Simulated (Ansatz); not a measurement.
```
atom    x (Å)    y (Å)    z (Å)
  Si  -0.8326   0.0006  -0.0480
   C   0.8091  -0.3969   0.8673
  Cl  -0.3966  -1.1483   2.0121
   H  -0.8276  -1.3436  -0.7677
   H   1.4879  -1.1802   0.5435
   H   1.3123   0.3915   1.4205
```

Geometry: PBE0-D4/def2-TZVP.

These are results of Ansatz 0.2.0, RKS PBE0-D4/def2-TZVPP, not measurements.

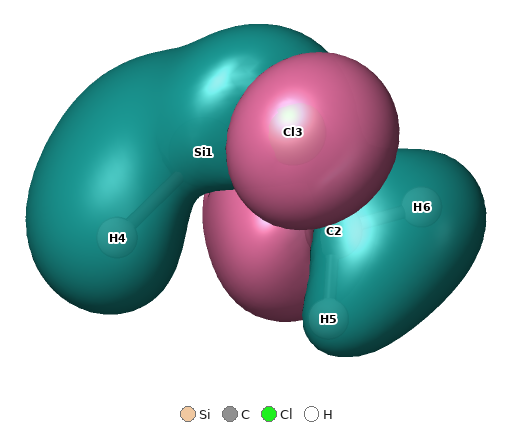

CH3ClSi. The HOMO−1 at ±0.08 Å⁻³ᐟ² (teal and pink are the two phases), seen at a tilt.

### Where does this orbital lie, and at what energy?

It lies mainly on C2 (about 30 %), Si1 (about 30 %), Cl3 (about 20 %) and H4 (about 10 %). Its energy is −8.63 eV.
